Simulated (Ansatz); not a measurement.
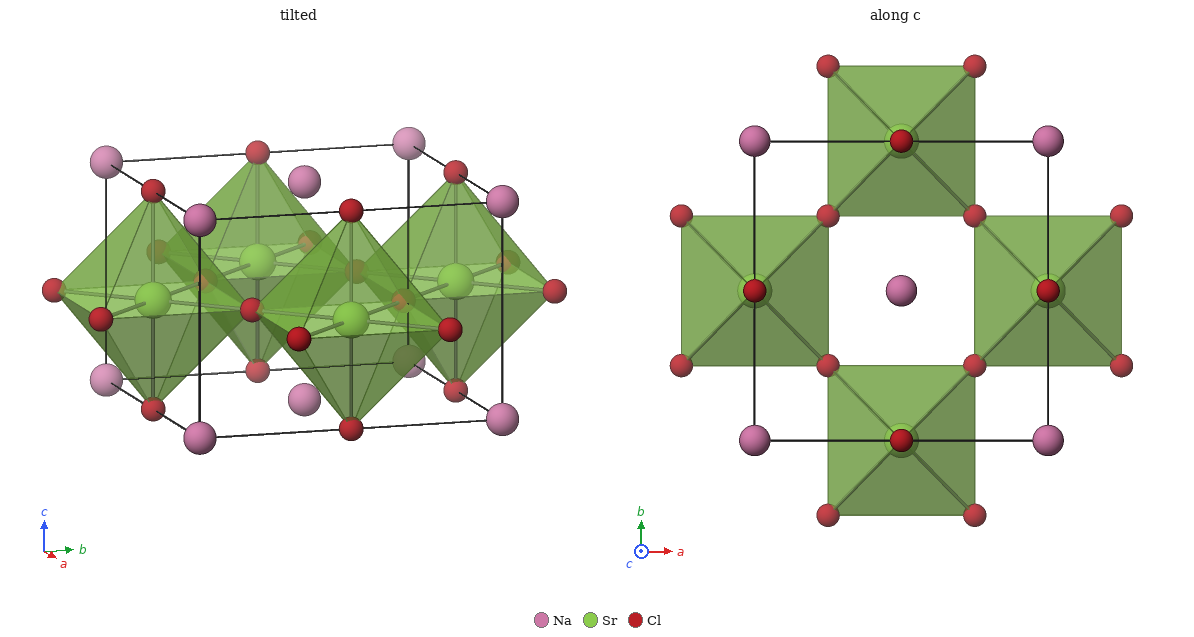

Structure drawing (polyhedral), viewed slightly off an axis and along the c axis. The edges of the conventional unit cell are marked. Some atoms of the next cells are drawn as well.

NaSrCl3, space group Cmmm (No. 65), a = 7.876 Å, b = 8.035 Å, c = 5.625 Å, α = 90.00°, β = 90.00°, γ = 90.00°. It goes back to a structure type filled with these elements by a generator (whether the compound takes this form wasn't checked). The cell was then strained or its atoms displaced on purpose. Ansatz was used for an electronic-structure calculation on it.

This one geometry was computed with Ansatz (DFT, plane waves, PAW) at three levels of theory: PBE, r2SCAN and HSE06. It was relaxed with r2SCAN and then strained.

How does the band gap change with the level of theory?

PBE: a gap of 3.61 eV, indirect; r2SCAN: a gap of 4.38 eV, indirect; HSE06: a gap of 4.88 eV, indirect.

Collect the results in a table.

| level | cutoff (eV) | k-mesh of the run's cell | gap (eV) | pressure (GPa) |
| --- | --- | --- | --- | --- |
| PBE | 420 | 4×4×4 | 3.61 | 0.3 |
| r2SCAN | 500 | 4×4×4 | 4.38 | 0.0 |
| HSE06 | 420 | 4×4×4 | 4.88 | 0.1 |

Gaps are taken on the k-mesh or band path of each run.
